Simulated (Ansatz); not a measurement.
System RbAgBr2 (space group P4/mmm, No. 123); source of the atomic positions: the input geometry of an electronic-structure calculation (not necessarily at equilibrium); the starting structure was generated, so it need not be a known form of this composition.

```cif
data_structure
_symmetry_space_group_name_H-M 'P4/mmm'
_symmetry_Int_Tables_number 123
_cell_length_a 4.5180
_cell_length_b 4.5180
_cell_length_c 6.3563
_cell_angle_alpha 90.000
_cell_angle_beta 90.000
_cell_angle_gamma 90.000
_cell_volume 129.75
loop_
_atom_site_label
_atom_site_type_symbol
_atom_site_symmetry_multiplicity
_atom_site_Wyckoff_symbol
_atom_site_fract_x
_atom_site_fract_y
_atom_site_fract_z
_atom_site_occupancy
Rb1 Rb 1 a 0.00000 0.00000 0.00000 1
Br1 Br 1 b 0.00000 0.00000 0.50000 1
Ag1 Ag 1 d 0.50000 0.50000 0.50000 1
Br2 Br 1 c 0.50000 0.50000 0.00000 1
```

Describe how the polyhedra about Ag are linked (bonds: Ag–Br below 3.6 Å).

Ag: AgBr6 octahedron, sharing corners with six neighbours and edges with four neighbours.

They form a three-dimensional framework of corner- and edge-sharing octahedra.

Centre to centre across a shared corner: 6.36 to 6.39 Å; across a shared edge: 4.52 Å.

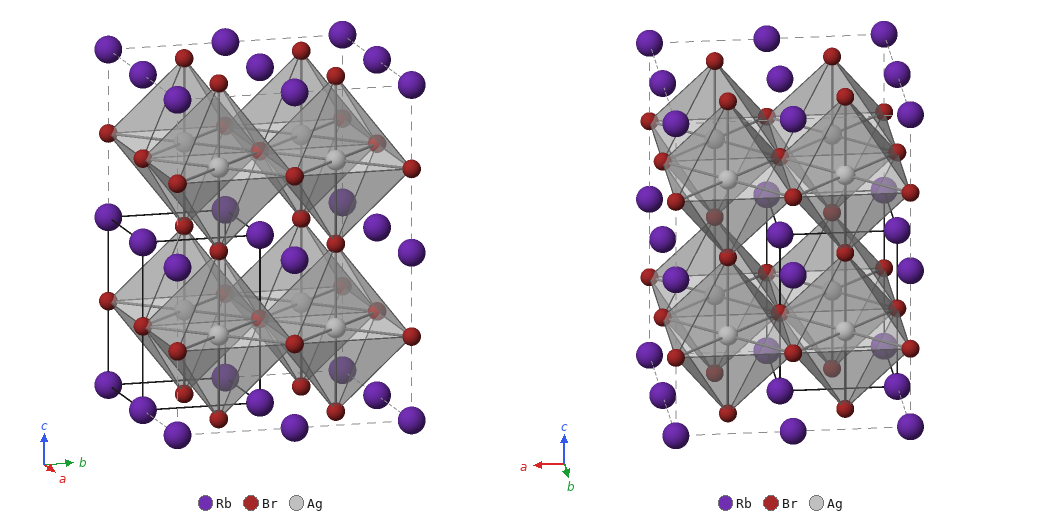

Polyhedra are drawn about Ag (bonds: Ag–Br below 3.6 Å); other atoms are plain spheres. Two views of the same piece.
